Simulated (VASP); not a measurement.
# InSbN2: structure and properties in VASP, part 2 of 5

Aim: relax InSbN2, then compute properties on the relaxed cell. The cell is invented: it takes the structure of a Materials Project entry for InGaN2 (space group 156 there), with some of its atoms replaced by other elements, volume scaled by an estimate. It may not be a known or stable phase.

VASP 6.6.1; LDA; plane waves and PAW (Sb, In_d, N); invented cell.

Still holding for the runs below: The k-mesh is coarse for a metal.

So far. Step 2 (Rough relaxation of the start cell): It ends with a largest force of 0.032 eV/Å and a pressure of -0.08 GPa.

**3. Full relaxation (LDA)**

Properties are meant for the cell that this level of theory prefers, so cell and atoms are relaxed first (ISIF = 3) until forces and stress are small; EDIFFG sets the threshold.

File INCAR:

```
SYSTEM = InSbN2
PREC = Accurate
ENCUT = 520
EDIFF = 1E-06
NELM = 100
ISMEAR = 0
SIGMA = 0.05
LREAL = .FALSE.
ALGO = Normal
GGA = CA
NBANDS = 20
LORBIT = 11
LWAVE = .FALSE.
LCHARG = .FALSE.
KPAR = 2
IBRION = 2
NSW = 60
ISIF = 3
EDIFFG = -0.01
```

File POSCAR:

```
InSbN2
1.0
    3.8008984152      0.0000000000      0.0000000000
   -1.9004492076      3.2916735685      0.0000000000
    0.0000000000      0.0000000000      5.1649869676
Sb In N
1 1 2
Direct
    0.6666666700      0.3333333300      0.5298732512
    0.0000000000      0.0000000000      0.0146285305
    0.6666666700      0.3333333300      0.1184423622
    0.0000000000      0.0000000000      0.5786548561
```

File KPOINTS:

```
Automatic mesh
0
Gamma
6 6 4
0 0 0
```

The projector-augmented-wave data sets are Sb, In_d and N (LDA family, release 64).

Run with:

```console
mpirun -np 2 vasp_std
```

Log:

```text
[... set-up lines as in an earlier step ...]
 entering main loop
       N       E                     dE             d eps       ncg     rms          rms(c)
DAV:   1     0.237598850343E+03    0.23760E+03   -0.12696E+04   960   0.154E+03
DAV:   2     0.124669119919E+01   -0.23635E+03   -0.22596E+03  1108   0.380E+02
DAV:   3    -0.271658973878E+02   -0.28413E+02   -0.27518E+02  1176   0.126E+02
DAV:   4    -0.285542416443E+02   -0.13883E+01   -0.13740E+01  1164   0.286E+01
DAV:   5    -0.286078283358E+02   -0.53587E-01   -0.53504E-01  1352   0.559E+00    0.127E+01
DAV:   6    -0.247823224608E+02    0.38255E+01   -0.23657E+01  1436   0.475E+01    0.871E+00
DAV:   7    -0.246009291650E+02    0.18139E+00   -0.18709E+00  1092   0.124E+01    0.296E+00
DAV:   8    -0.245616008044E+02    0.39328E-01   -0.32719E-01  1252   0.413E+00    0.927E-01
DAV:   9    -0.245446097823E+02    0.16991E-01   -0.39012E-02  1492   0.235E+00    0.387E-01
DAV:  10    -0.245434929107E+02    0.11169E-02   -0.49415E-03  1180   0.558E-01    0.193E-01
DAV:  11    -0.245433466094E+02    0.14630E-03   -0.32232E-03  1284   0.486E-01    0.904E-02
DAV:  12    -0.245432903949E+02    0.56214E-04   -0.20873E-04  1276   0.137E-01    0.661E-02
DAV:  13    -0.245432672065E+02    0.23188E-04   -0.87696E-05  1300   0.936E-02    0.150E-02
DAV:  14    -0.245432652099E+02    0.19966E-05   -0.28754E-05  1368   0.428E-02    0.112E-02
DAV:  15    -0.245432651842E+02    0.25702E-07   -0.10824E-06   736   0.854E-03
   1 F= -.24543265E+02 E0= -.24542813E+02  d E =-.245433E+02
 curvature:   0.00 expect dE= 0.000E+00 dE for cont linesearch  0.000E+00
 trial: gam= 0.00000 g(F)=  0.149E-02 g(S)=  0.244E-03 ort = 0.000E+00 (trialstep = 0.100E+01)
 search vector abs. value=  0.173E-02
 bond charge predicted
       N       E                     dE             d eps       ncg     rms          rms(c)
DAV:   1    -0.245449238182E+02   -0.16586E-02   -0.15808E-01  1012   0.469E+00    0.263E-01
DAV:   2    -0.245441836431E+02    0.74018E-03   -0.64119E-03  1276   0.127E+00    0.823E-02
DAV:   3    -0.245440102427E+02    0.17340E-03   -0.58754E-04  1384   0.606E-01    0.359E-02
DAV:   4    -0.245439971416E+02    0.13101E-04   -0.15727E-04  1480   0.131E-01    0.278E-02
DAV:   5    -0.245439931601E+02    0.39815E-05   -0.81484E-06  1232   0.271E-02    0.133E-02
DAV:   6    -0.245439922311E+02    0.92895E-06   -0.11805E-06   648   0.232E-02
   2 F= -.24543992E+02 E0= -.24543541E+02  d E =-.727047E-03
[...]
3 F= -.24544009E+02 E0= -.24543558E+02  d E =-.744237E-03
[...]
4 F= -.24544350E+02 E0= -.24543899E+02  d E =-.340925E-03
[...]
5 F= -.24544376E+02 E0= -.24543924E+02  d E =-.366659E-03
[...]
6 F= -.24544558E+02 E0= -.24544107E+02  d E =-.182150E-03
[...]
7 F= -.24544602E+02 E0= -.24544150E+02  d E =-.225830E-03
[...]
8 F= -.24544647E+02 E0= -.24544195E+02  d E =-.450844E-04
 trial-energy change:   -0.000045  1 .order   -0.000045   -0.000123    0.000034
 step:   0.9722(harm=  0.9722)  dis= 0.00163  next Energy=   -24.544650 (dE=-0.485E-04)
 bond charge predicted
       N       E                     dE             d eps       ncg     rms          rms(c)
DAV:   1    -0.245446465820E+02    0.84085E-06   -0.23880E-03   984   0.379E-01    0.179E-02
DAV:   2    -0.245446510320E+02   -0.44500E-05   -0.75565E-05  1160   0.721E-02    0.524E-03
DAV:   3    -0.245446507143E+02    0.31773E-06   -0.39556E-06  1016   0.323E-02
   9 F= -.24544651E+02 E0= -.24544199E+02  d E =-.488035E-04
 curvature:  -0.83 expect dE=-0.369E-05 dE for cont linesearch -0.913E-07
 trial: gam= 0.03260 g(F)=  0.439E-05 g(S)=  0.724E-07 ort =-0.433E-05 (trialstep = 0.119E+01)
 search vector abs. value=  0.436E-05
 reached required accuracy - stopping structural energy minimisation
```

Wall time 86 s (2 MPI ranks of Intel Xeon Platinum 8375C at 2.90GHz (Ice Lake), shared host); peak memory 0.35 GiB.

From OUTCAR (step 3):

```text
  LATTYP: Found a hexagonal cell.
 ALAT       =     3.8008984152
 C/A-ratio  =     1.3588858221

The static configuration has the point symmetry C_3v.

 Found     24 irreducible k-points:

   k-points           NKPTS =     24   k-points in BZ     NKDIM =     24   number of bands    NBANDS=     20

   dimension x,y,z NGX =    28 NGY =   28 NGZ =   40
   dimension x,y,z NGXF=    56 NGYF=   56 NGZF=   80

   ENCUT  =  520.0 eV  38.22 Ry    6.18 a.u.   7.07  7.07  9.60*2*pi/ulx,y,z

   NELECT =      28.0000    total number of electrons

 E-fermi :   8.2333

 k-point     1 :       0.0000    0.0000    0.0000
  band No.  band energies     occupation
    ...
     11       3.7848      2.00000
     12       5.5657      2.00000
     13       5.6730      2.00000
     14       5.6730      2.00000
     15       6.9307      2.00000
     16      11.0834      0.00000
     17      11.0834      0.00000
     18      13.1015      0.00000
     19      14.6986      0.00000
     20      14.6986      0.00000

 k-point     2 :       0.1667    0.0000    0.0000
  band No.  band energies     occupation
    ...
     11       3.8084      2.00000
     12       5.3690      2.00000
     13       5.5079      2.00000
     14       6.0565      2.00000
     15       8.0497      2.00000
     16      10.4675      0.00000
     17      11.8227      0.00000
     18      12.8816      0.00000
     19      13.6551      0.00000
     20      14.9698      0.00000

  Total        0.0016696      0.0016696      0.0006566     -0.0000000      0.0000000     -0.0000000
  in kB        0.0413716      0.0413715      0.0162711     -0.0000000      0.0000000     -0.0000000
  external PRESSURE =       0.0330047 kB  Pullay stress =       0.0000000 kB

  energy-cutoff  :      520.00
  volume of cell :       64.66
      direct lattice vectors                 reciprocal lattice vectors
     3.792256544  0.000000000 -0.000000000     0.263695240  0.152244565  0.000000000
    -1.896128272  3.284189495  0.000000000    -0.000000000  0.304489129  0.000000000
    -0.000000000 -0.000000000  5.191464367     0.000000000 -0.000000000  0.192623878

 POSITION                                       TOTAL-FORCE (eV/Angst)
 -----------------------------------------------------------------------------------
      1.89613      1.09473      2.74122         0.000000      0.000000     -0.001387
     -0.00000     -0.00000      0.06877        -0.000000     -0.000000      0.003845
      1.89613      1.09473      0.62586         0.000000      0.000000     -0.007200
     -0.00000     -0.00000      3.00986        -0.000000     -0.000000      0.004742
 -----------------------------------------------------------------------------------
    total drift:                               -0.000014      0.000025     -0.000646

  FREE ENERGIE OF THE ION-ELECTRON SYSTEM (eV)
  ---------------------------------------------------
  free  energy   TOTEN  =       -24.5446507143 eV

  energy  without entropy=      -24.5437473063  energy(sigma->0) =      -24.54419901

 total charge
# of ion       s       p       d       tot
------------------------------------------
    1        1.249   1.044   0.114   2.407
    2        0.779   0.651   9.955  11.384
    3        1.256   2.317   0.000   3.573
    4        1.332   2.269   0.000   3.601
--------------------------------------------------
tot          4.616   6.280  10.069  20.965

[... 2 parts as in an earlier step ...]

[... 7 further parts left out ...]
```

CONTCAR:

```
InSbN2
   1.00000000000000
     3.7922565439317357    0.0000000000000000   -0.0000000000000000
    -1.8961282719658679    3.2841894953758555    0.0000000000000000
    -0.0000000000000000   -0.0000000000000000    5.1914643668242650
  Sb              In              N
     1     1     2
Direct
     0.6666666699999979    0.3333333300000021    0.5280245362572868
     0.0000000000000000    0.0000000000000000    0.0132476139506834
     0.6666666699999979    0.3333333300000021    0.1205562737764217
     0.0000000000000000    0.0000000000000000    0.5797705760156088
```

The steps of the relaxation:

```
step  energy less that of the first step (eV)  largest force (eV/Å)  pressure (GPa)  volume (Å³)
   1                                   0.0000                0.1384           -0.17        64.62
   2                                  -0.0007                0.0283            0.27        64.46
   3                                  -0.0007                0.0206            0.21        64.48
   4                                  -0.0011                0.0409           -0.01        64.62
   5                                  -0.0011                0.0491           -0.09        64.68
   6                                  -0.0013                0.0309           -0.02        64.65
   7                                  -0.0013                0.0205            0.04        64.63
   8                                  -0.0014                0.0109            0.02        64.66
   9                                  -0.0014                0.0072            0.00        64.66
```

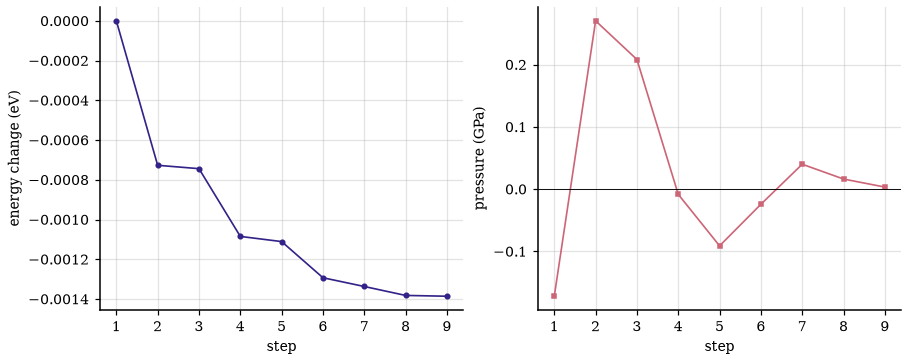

Energy and pressure along the relaxation.

```
conventional cell, symmetrised  before  after  change
                         a (Å)   3.801  3.792  -0.2 %
                         b (Å)   3.801  3.792  -0.2 %
                         c (Å)   5.165  5.191  +0.5 %
              volume (Å³/atom)   16.16  16.16  +0.1 %
```

The atoms that moved most (Å, as changes of fractional coordinates times the final cell):

```
atom     dx     dy      dz  length
  N3  0.000  0.000   0.011   0.011
 Sb1  0.000  0.000  -0.010   0.010
 In2  0.000  0.000  -0.007   0.007
  N4  0.000  0.000   0.006   0.006
```

The relaxed structure:

```xyz
4
Lattice="3.7923 0.0000 0.0000 -1.8961 3.2842 0.0000 0.0000 0.0000 5.1915" Properties=species:S:1:pos:R:3 pbc="T T T"
Sb    1.8961    1.0947    2.7412
In    0.0000    0.0000    0.0688
N     1.8961    1.0947    0.6259
N     0.0000    0.0000    3.0099
```

This step gave:

| Item | Value |
| --- | --- |
| irreducible k-points | 24 |
| free energy (TOTEN) | -24.54 eV |
| energy at zero smearing | -24.54 eV |
| Fermi energy | 8.233 eV |
| pressure | 0.003300 GPa |
| SCF cycles over all ionic steps | 54 |

It ends with a largest force of 0.007 eV/Å and a pressure of 0.00 GPa.

**4. Single point with fields (LDA)**

A single point on the relaxed cell gives a clean self-consistent state, with density, ELF and potential written out.

INCAR, as its differences from that of step 3:

```diff
@@ -13,7 +13,5 @@
 LWAVE = .FALSE.
-LCHARG = .FALSE.
-KPAR = 2
-IBRION = 2
-NSW = 60
-ISIF = 3
-EDIFFG = -0.01
+LCHARG = .TRUE.
+ISIF = 2
+LELF = .TRUE.
+LVHAR = .TRUE.
```

File POSCAR:

```
InSbN2
1.0
    3.7922565439      0.0000000000      0.0000000000
   -1.8961282720      3.2841894954      0.0000000000
    0.0000000000      0.0000000000      5.1914643668
Sb In N
1 1 2
Direct
    0.6666666700      0.3333333300      0.5280245363
    0.0000000000      0.0000000000      0.0132476140
    0.6666666700      0.3333333300      0.1205562738
    0.0000000000      0.0000000000      0.5797705760
```

KPOINTS is that of step 3.

Run with:

```console
mpirun -np 2 vasp_std
```

Log:

```text
[banner, memory and clock lines left out]
running    2 mpi-ranks, on    1 nodes
 distrk:  each k-point on    2 cores,    1 groups
 distr:  one band on    1 cores,    2 groups

 POSCAR found type information on POSCAR SbInN
 POSCAR found :  3 types and       4 ions
 LDA part: xc-table for (Slater(with rela. corr.)+CA(PZ))
 , standard interpolation
 POSCAR, INCAR and KPOINTS ok, starting setup
 FFT: planning ... GRIDC
 FFT: planning ... GRID_SOFT
 FFT: planning ... GRID
 WAVECAR not read
 entering main loop
       N       E                     dE             d eps       ncg     rms          rms(c)
DAV:   1     0.244802227137E+03    0.24480E+03   -0.12868E+04   960   0.156E+03
DAV:   2     0.254224758770E+01   -0.24226E+03   -0.23170E+03  1068   0.382E+02
DAV:   3    -0.271368379452E+02   -0.29679E+02   -0.28526E+02  1208   0.130E+02
DAV:   4    -0.285726697397E+02   -0.14358E+01   -0.14152E+01  1180   0.280E+01
DAV:   5    -0.286170878095E+02   -0.44418E-01   -0.44385E-01  1344   0.539E+00    0.128E+01
DAV:   6    -0.247805218067E+02    0.38366E+01   -0.23653E+01  1444   0.474E+01    0.870E+00
DAV:   7    -0.246022049565E+02    0.17832E+00   -0.18531E+00  1092   0.123E+01    0.296E+00
DAV:   8    -0.245628748612E+02    0.39330E-01   -0.32709E-01  1232   0.410E+00    0.924E-01
DAV:   9    -0.245459074196E+02    0.16967E-01   -0.38814E-02  1496   0.236E+00    0.379E-01
DAV:  10    -0.245448522958E+02    0.10551E-02   -0.48050E-03  1168   0.551E-01    0.191E-01
DAV:  11    -0.245447203241E+02    0.13197E-03   -0.31158E-03  1264   0.476E-01    0.909E-02
DAV:  12    -0.245446591380E+02    0.61186E-04   -0.21334E-04  1268   0.142E-01    0.635E-02
DAV:  13    -0.245446381652E+02    0.20973E-04   -0.87563E-05  1276   0.916E-02    0.129E-02
DAV:  14    -0.245446368601E+02    0.13051E-05   -0.24404E-05  1356   0.382E-02    0.103E-02
DAV:  15    -0.245446367842E+02    0.75881E-07   -0.92136E-07   692   0.851E-03
   1 F= -.24544637E+02 E0= -.24544185E+02  d E =-.903408E-03
```

The job ended after 28 s (2 MPI ranks; peak memory 0.29 GiB).

OUTCAR, selected parts (step 4):

```text
  LATTYP: Found a hexagonal cell.
 ALAT       =     3.7922565439
 C/A-ratio  =     1.3689644429

The static configuration has the point symmetry C_3v.

 Found     24 irreducible k-points:

   ENCUT  =  520.0 eV  38.22 Ry    6.18 a.u.   7.05  7.05  9.65*2*pi/ulx,y,z

   NELECT =      28.0000    total number of electrons

 E-fermi :   8.2333

 k-point     1 :       0.0000    0.0000    0.0000
  band No.  band energies     occupation
    ...
     11       3.7850      2.00000
     12       5.5658      2.00000
     13       5.6733      2.00000
     14       5.6733      2.00000
     15       6.9308      2.00000
     16      11.0832      0.00000
     17      11.0832      0.00000
     18      13.1016      0.00000
     19      14.6988      0.00000
     20      14.6988      0.00000

 k-point     2 :       0.1667    0.0000    0.0000
  band No.  band energies     occupation
    ...
     11       3.8085      2.00000
     12       5.3692      2.00000
     13       5.5082      2.00000
     14       6.0566      2.00000
     15       8.0499      2.00000
     16      10.4674      0.00000
     17      11.8226      0.00000
     18      12.8817      0.00000
     19      13.6552      0.00000
     20      14.9701      0.00000

  Total        0.0050506      0.0050506     -0.0009644     -0.0000000      0.0000000     -0.0000000
  in kB        0.1251513      0.1251512     -0.0238984     -0.0000000      0.0000000     -0.0000000
  external PRESSURE =       0.0754680 kB  Pullay stress =       0.0000000 kB

  energy-cutoff  :      520.00
  volume of cell :       64.66
      direct lattice vectors                 reciprocal lattice vectors
     3.792256544  0.000000000  0.000000000     0.263695240  0.152244565  0.000000000
    -1.896128272  3.284189495  0.000000000     0.000000000  0.304489129  0.000000000
     0.000000000  0.000000000  5.191464367     0.000000000  0.000000000  0.192623878

 POSITION                                       TOTAL-FORCE (eV/Angst)
 -----------------------------------------------------------------------------------
      1.89613      1.09473      2.74122        -0.000000     -0.000000     -0.001898
      0.00000      0.00000      0.06877        -0.000000      0.000000      0.003762
      1.89613      1.09473      0.62586         0.000000      0.000000     -0.006422
      0.00000      0.00000      3.00986         0.000000      0.000000      0.004559
 -----------------------------------------------------------------------------------
    total drift:                               -0.000014      0.000025      0.000516

  FREE ENERGIE OF THE ION-ELECTRON SYSTEM (eV)
  ---------------------------------------------------
  free  energy   TOTEN  =       -24.5446367842 eV

  energy  without entropy=      -24.5437333762  energy(sigma->0) =      -24.54418508

 total charge
# of ion       s       p       d       tot
------------------------------------------
    1        1.249   1.044   0.114   2.407
    2        0.779   0.651   9.955  11.384
    3        1.256   2.317   0.000   3.572
    4        1.332   2.269   0.000   3.601
--------------------------------------------------
tot          4.616   6.280  10.069  20.965

[... 4 parts as in an earlier step ...]

[... 6 further parts left out ...]
```

Numbers from this step:

- SCF cycles: 15
- pressure: 0.007547 GPa

Valence electrons inside each PAW sphere by angular momentum. Sphere charges, by row:

```
atom  s (e)  p (e)  d (e)  tot (e)
 Sb1  1.249  1.044  0.114    2.407
 In2  0.779  0.651  9.955    11.38
  N3  1.256  2.317      0    3.572
  N4  1.332  2.269      0    3.601
```

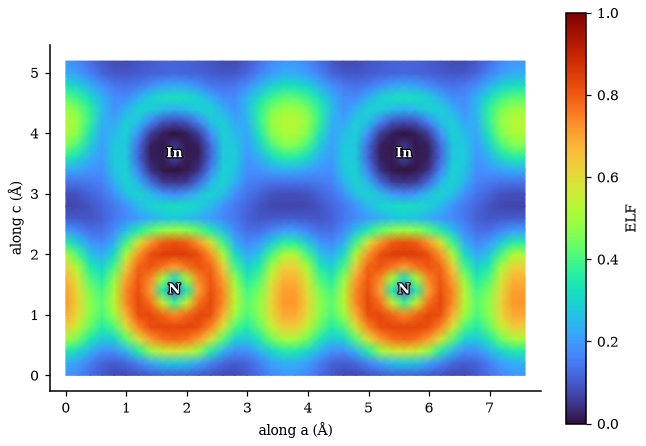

ELF in the ac plane at fractional y = 0.000, with atoms of In and N within 0.2 Å of it. It is the smooth field of the valence electrons, not physical close to the nuclei. The map starts off the cell's origin, so that atoms lie inside it.

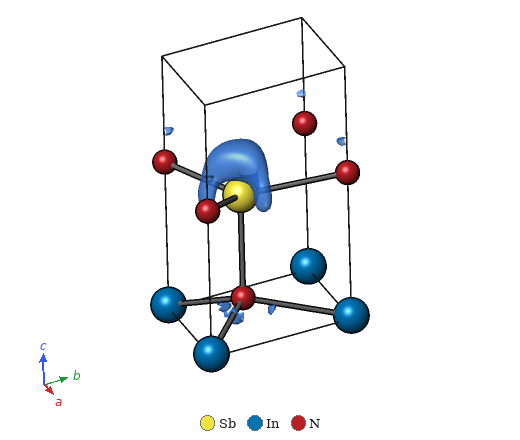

Surface of ELF = 0.85. Bonds to atoms that aren't drawn are left out.

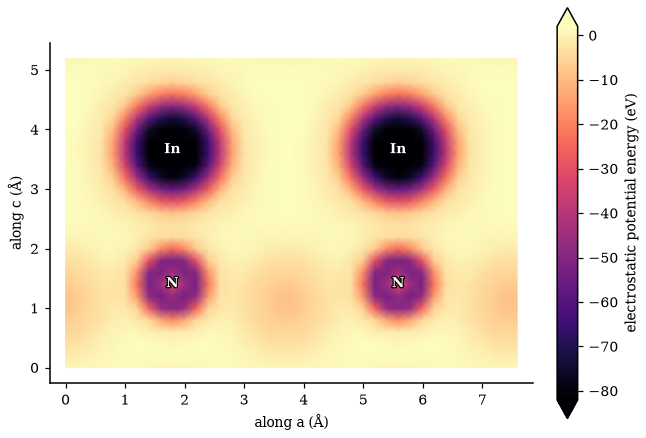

Electrostatic potential energy in the ac plane at fractional y = 0.000, with atoms of In and N within 0.2 Å of it. With pseudopotentials it is smooth inside the atoms' cores, unlike the true potential. The map starts off the cell's origin, so that atoms lie inside it.

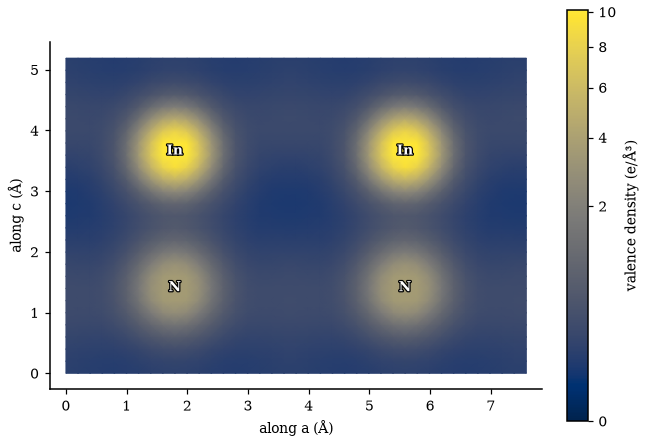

Valence density in the ac plane at fractional y = 0.000, with atoms of In and N within 0.2 Å of it. It is the smooth field of the valence electrons, not physical close to the nuclei. The map starts off the cell's origin, so that atoms lie inside it. The colour scale is stretched toward low values.

In this run the pressure is 0.01 GPa, small enough to go on.

(Continued in part 3 of 5.)

[Lines on the potential files, build, host, timing and source positions are cut from VASP's logs without a mark.]

[Logs are printed without paths, hosts, clocks, repeated set-up lines and the standing remarks that a program may print on its own settings, such as how far it seeks lower states.]

[Hosts, paths, dates, database ids (printed as entryN), source tags and the programs' standing remarks are cut or masked in the printed files.]

[A measured line is paired with the nearest computed mode of its activity, which favours agreement.]
